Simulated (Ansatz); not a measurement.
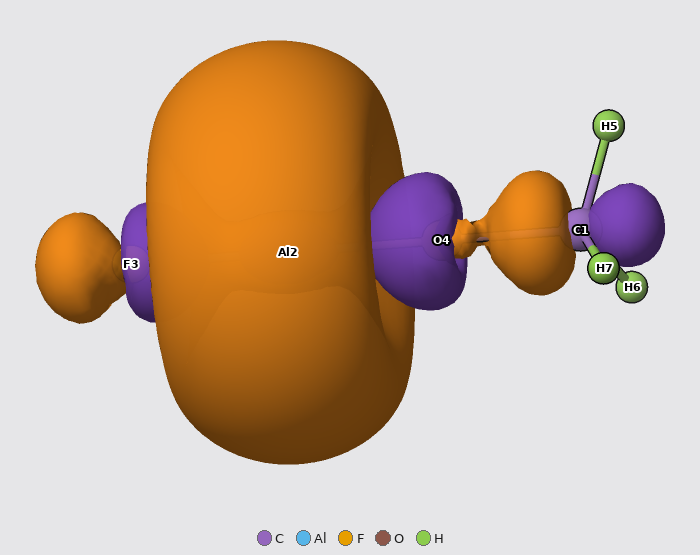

Figure 1: CH₃AlFO (charge +1). One frontier orbital at ±0.08 Å⁻³ᐟ² (orange and purple are the two phases), seen at a tilt.

Geometry: B3LYP-D3(BJ)/def2-SVP.

Theory: isolated molecule in a Gaussian basis; Kohn-Sham density functional theory, functional PBE0 in Ansatz.

The calculation's input:

```
crystal:
  periodic: [false, false, false]
  atoms:
    - {symbol: C, position_ang: [-0.167864, -2.021939, 0.053566]}
    - {symbol: Al, position_ang: [-0.284325, 0.877938, -0.813309]}
    - {symbol: F, position_ang: [-0.346514, 2.424361, -1.275786]}
    - {symbol: O, position_ang: [-0.222886, -0.649323, -0.356533]}
    - {symbol: H, position_ang: [-0.690267, -2.121066, 1.014002]}
    - {symbol: H, position_ang: [0.885271, -2.313114, 0.159822]}
    - {symbol: H, position_ang: [-0.658329, -2.635817, -0.713092]}
basis:
  gaussian:
    orbitals: def2-TZVPD
total_charge: 1
hamiltonian:
  xc: {name: PBE0}
output:
  forces: true
  orbitals: {seedname: orbitals}
```

Run with:

```sh
ansatz run input.yaml --threads 1 --pin off --max-ram 2610MiB --events-out events.jsonl --progress --plain --runs-dir runs
```

Question: Which orbital is it: HOMO or LUMO?

Answer: The LUMO, at −8.89 eV. Its weight (Hirshfeld) is mainly on Al2 (about 75 %), F3 (about 10 %) and O4 (about 10 %).
